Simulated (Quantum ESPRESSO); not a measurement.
**Cost against accuracy: ecutwfc for HoAs (Fm-3m, 2 atoms in the cell)**

```xyz
2
Lattice="0.0000 2.9206 2.9206 2.9206 0.0000 2.9206 2.9206 2.9206 0.0000" Properties=species:S:1:pos:R:3 pbc="T T T"
Ho     2.9206     2.9206     2.9206
As     0.0000     0.0000     0.0000
```
Moments meant for the start (each program seeds them in its own way; μB, in the order of the atoms Ho As): 4.0 0.0.

Method of the run: PBEsol, SSSP 1.1.2 efficiency (PBE) pseudopotentials (plane waves; Quantum ESPRESSO).

Base settings: ecutwfc = 50 Ry; ecutrho = 400 Ry; occupations = smearing; smearing = gaussian; degauss = 0.019992 Ry; nspin = 2; input_dft = pbesol; potentials = {Ho: Ho.GGA-PBE-paw-v1.0.UPF, As: As.pbe-n-rrkjus_psl.0.2.UPF}; K_POINTS = automatic 5 5 5 0 0 0; conv_thr = 1e-10 Ry.

Misses are taken against the tightest run, 100 Ry (ecutrho: 400 Ry → 800 Ry), which need not be fully converged itself. The energy is the free energy per atom.

The count of work is k-points × plane waves × bands × iterations; it is no time, and leaves out set-up, grids and terms that scale otherwise. Core times come from one kind of shared machine and are given to one figure; runs under 30 s give none.

The starting cell comes from a database of published, mostly measured structures (it also holds non-ambient and calculated ones), without a prior relaxation at this level. Its lattice was rescaled by a random factor within 2.5 % of one. With one magnetic atom in the cell only a parallel order is possible. With U or open f shells several self-consistent states can exist. The f electrons are in the valence without U or exact exchange, which can misplace them near the Fermi level. Spin-orbit terms, which matter for f shells, are left out. In the base run, with a pressure of about -4 GPa the cell is away from its equilibrium volume at this level.

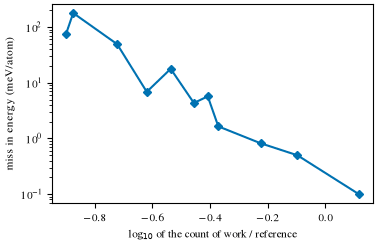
Figure: Miss against the count of work; the reference run is not drawn, and misses under 0.1 meV/atom are drawn there.

| ecutwfc | energy less reference (meV/atom) | pressure less reference (GPa) | count of work / reference | core time / reference (rough) |
|---|---|---|---|---|
| 20 Ry (ecutrho: 400 Ry → 160 Ry) | 178.96 | -6.59 | 0.13 | 0.2 |
| 25 Ry (ecutrho: 400 Ry → 200 Ry) | 76.62 | -0.52 | 0.13 | 0.2 |
| 30 Ry (ecutrho: 400 Ry → 240 Ry) | 49.39 | -0.99 | 0.19 | 0.3 |
| 35 Ry (ecutrho: 400 Ry → 280 Ry) | 17.79 | -0.63 | 0.29 | 0.4 |
| 40 Ry (ecutrho: 400 Ry → 320 Ry) | 6.87 | -0.10 | 0.24 | 0.3 |
| 45 Ry (ecutrho: 400 Ry → 360 Ry) | 5.69 | -0.05 | 0.39 | 0.3 |
| 50 Ry | 4.33 | -0.11 | 0.35 | 0.4 |
| 57 Ry (ecutrho: 400 Ry → 456 Ry) | 1.64 | -0.09 | 0.43 | 0.4 |
| 65 Ry (ecutrho: 400 Ry → 520 Ry) | 0.82 | 0.02 | 0.60 | 0.5 |
| 75 Ry (ecutrho: 400 Ry → 600 Ry) | 0.50 | -0.05 | 0.80 | 0.8 |
| 88 Ry (ecutrho: 400 Ry → 704 Ry) | 0.07 | -0.01 | 1.3 | 1 |
| 100 Ry (ecutrho: 400 Ry → 800 Ry) | 0.00 | 0.00 | 1.0 | 1 |

Coarsest setting among those run that, with all tighter ones, holds the energy within 20 meV/atom of the reference: 35 Ry (ecutrho: 400 Ry → 280 Ry), off by 18 meV/atom; it needs 0.29 of the reference's count of work and about 0.4 of the reference's time.

Coarsest setting among those run that, with all tighter ones, holds the energy within 2 meV/atom of the reference: 57 Ry (ecutrho: 400 Ry → 456 Ry), off by 1.6 meV/atom; it needs 0.43 of the reference's count of work and about 0.4 of the reference's time.

The step from 30 Ry (ecutrho: 400 Ry → 240 Ry) to 75 Ry (ecutrho: 400 Ry → 600 Ry): it takes the miss in the energy from 49 to 0.50 meV/atom, for 4.2 times the count of work and roughly 3 times the time.
